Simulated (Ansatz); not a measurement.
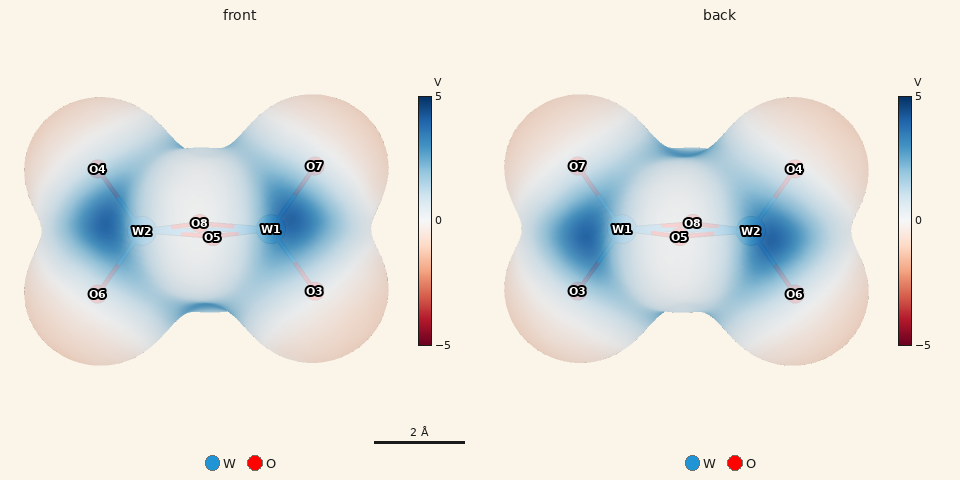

Figure 1: O$_{6}$W$_{2}$. The molecular electrostatic potential painted on the density surface at 0.002 e/bohr³, seen from the front and from behind; the colour scale runs from red (negative) to blue (positive).

Geometry: PBE-D4/def2-SVP; core potentials replace the inner electrons of W; not at a stationary point (largest force 1.4 eV/Å).

The calculation used Ansatz 0.2.0, RKS PBE0-D4/def2-TZVP.

```xyz
8

W    -1.2743   -0.5529   -0.4318
W     1.2742    0.5529    0.4318
O    -2.5747    0.3579   -1.1057
O     2.5747   -0.3579    1.1054
O     0.4806   -0.1863   -1.1796
O     1.7135    2.2187    0.3478
O    -1.7135   -2.2186   -0.3476
O    -0.4806    0.1864    1.1796
```

Question: Where is the surface potential most negative and most positive?

Answer: The most negative region (about −0.9 V) lies over O3, O4, O6 and O7, the most positive (about +4.0 V) over W1 and W2.
